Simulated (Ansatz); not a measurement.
Fields on a plane of HfO2 (fluorite)

```xyz
3
Lattice="0.0000 2.5223 2.5223 2.5223 0.0000 2.5223 2.5223 2.5223 0.0000" Properties=species:S:1:pos:R:3 pbc="T T T"
Hf     0.0000     0.0000     0.0000
O      1.2611     1.2611     1.2611
O      3.7834     3.7834     3.7834
```

The slice is a {111} plane (indices of the conventional cell) through the point (0.750, 0.750, 0.750) (fractional), spanned by u = [100] and v = [-1 2 0] in vectors of this cell: u (3.57 Å) and v (6.18 Å, at 90° to u). It covers one period; positions are fractions (u, v).

Atoms on it: O at (0.00, 0.00); O at (0.50, 0.50). Other atoms lie within 1 Å of the plane.

Calculation: PBEsol (plane waves to 420 eV, PAW, scalar-relativistic; Ansatz, a program for electronic structure). k mesh 11×11×11. Near the nuclei the fields are pseudised (PAW); where an atom keeps semicore shells as valence, they peak there. HfO2 is run without spin polarisation. HfO2 was relaxed with its symmetry unable to fall. Spin-orbit coupling is left out, though Hf is heavy. The PAW data are Ansatz's earlier set. This is a high-temperature form of HfO2.

```
|xxxxx##*+++*##xxxx|
|xxxxx%%%###%%%xxxx|
|xxxx%@@@@%@@@@%xxx|
|xxx#%@@@@@@@@@%*xx|
|--=+#%@@@@@@@%#+=-|
|   :=*%@@@@@%*+:  |
|    :=#%@@@%#=:   |
|x    -*%@@@%*-    |
|xxx  .+#@@@#+.  xx|
|xxx   +#%@@#=.  xx|
|xxx  .+#%%%#+.  xx|
|xxx  :+xxxxx=:  xx|
|xx   :xxxxxxx:   x|
|    .xxxxxxxxx.   |
|   .-xxxxxxxxx=:  |
|..-+*xxxxxxxxx*+-.|
|++*##xxxxxxxxx##*+|
|##%%%xxxxxxxxx%%%#|
|%@@@@%xxxxxxx%@@@@|
|@@@@@%*xxxxx#%@@@@|
|@@@@%#+=---=+#%@@@|
|@@@%*+:     :=*%@@|
|@@%#=:       :=#%@|
|@@%*-    x    -*%@|
|@@#+.  xxxxx  .+#@|
|@@#=.  xxxxx   +#%|
|%%#+.  xxxxx  .+#%|
|xxx=:  xxxxx  :+xx|
|xxxx:   xxx   :xxx|
|xxxxx.       .xxxx|
|xxxxx=:     .-xxxx|
|xxxxx*+-...-+*xxxx|
```
Scale: ten equal steps from 1.00 (start of ' ') to 9.97 (end of '@'), in the order ' .:-=+*#%@'. Values: electrostatic potential energy of an electron, from the cell's mean, in eV. The map has 18 points along u (one character each, u = 0 at the left) and 32 along v (v = 0 in the bottom row). Points within 0.9 Å of a nucleus are blanked (x), as the pseudised field means little there. Values under 1 eV are set to 1. The zero, the cell's mean, hangs on the PAW cores.

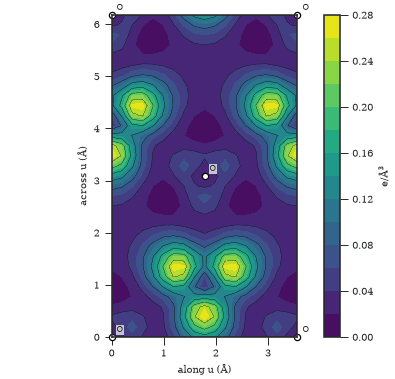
*Density of the lowest conduction band (whole band as if filled, smooth part) in e/Å³, one period of the plane, atoms marked. *
